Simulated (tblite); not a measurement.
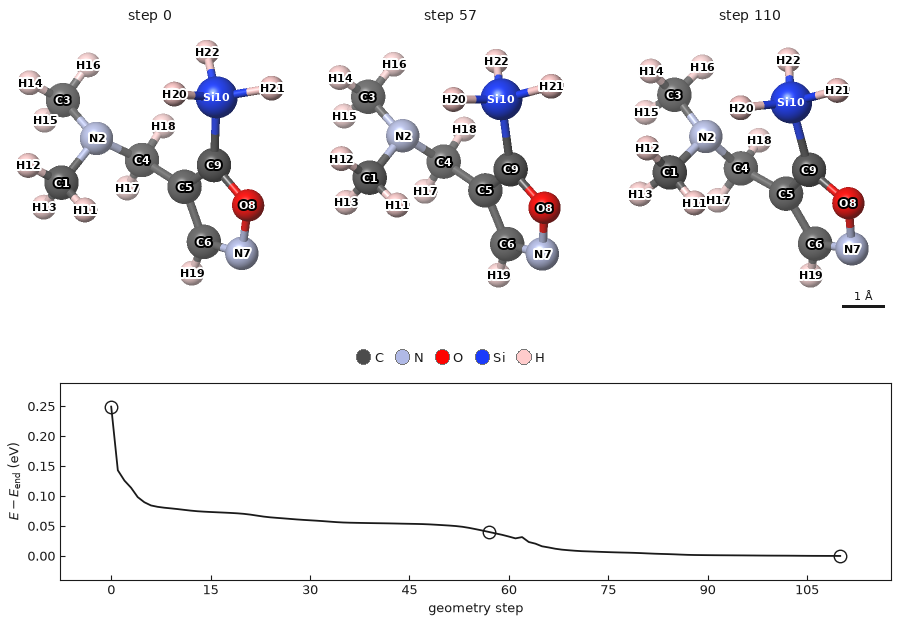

Frames of a relaxation of C$_{6}$H$_{12}$N$_{2}$OSi, marked on the history of the run. A ball-and-stick model, seen at a tilt.

The calculation used GFN2-xTB geometry optimisation, gas phase in tblite. 

**What happens along the run?**

After 110 geometry steps the energy has fallen by 0.249 eV. The atom that moves furthest after the best rigid fit is H20 (0.98 Å). Largest moves by element: H 0.98 Å, Si 0.64 Å, C 0.41 Å, N 0.31 Å, O 0.11 Å. Some distances before and after: N2–C3 1.482 → 1.448 Å, Si10–H20 1.489 → 1.460 Å, N7–O8 1.384 → 1.355 Å, O8–C9 1.367 → 1.338 Å. Among the angles between lasting bonds that change: C5–C9–Si10 135.4° → 128.8°, O8–C9–Si10 116.6° → 122.7°, C9–Si10–H21 110.9° → 105.4°. Groups turn about C4–C5 by about 25°. From step 0 to 57: H20 moves most (0.60 Å), energy −0.209 eV. From step 57 to 110: H20 moves most (0.40 Å), energy −0.040 eV.

| step | E − E(0), eV |
| --- | --- |
| 0 | 0.0000 |
| 1 | -0.1063 |
| 2 | -0.1235 |
| 3 | -0.1355 |
| 4 | -0.1511 |
| 5 | -0.1597 |
| 6 | -0.1650 |
| 7 | -0.1673 |
| 8 | -0.1688 |
| 9 | -0.1699 |
| 10 | -0.1711 |
| 15 | -0.1760 |
| 21 | -0.1803 |
| 26 | -0.1866 |
| 31 | -0.1905 |
| 36 | -0.1938 |
| 42 | -0.1950 |
| 47 | -0.1962 |
| 52 | -0.1995 |
| 57 | -0.2093 |
| 63 | -0.2261 |
| 68 | -0.2389 |
| 73 | -0.2422 |
| 78 | -0.2439 |
| 84 | -0.2463 |
| 89 | -0.2479 |
| 94 | -0.2484 |
| 99 | -0.2488 |
| 105 | -0.2492 |
| 110 | -0.2494 |
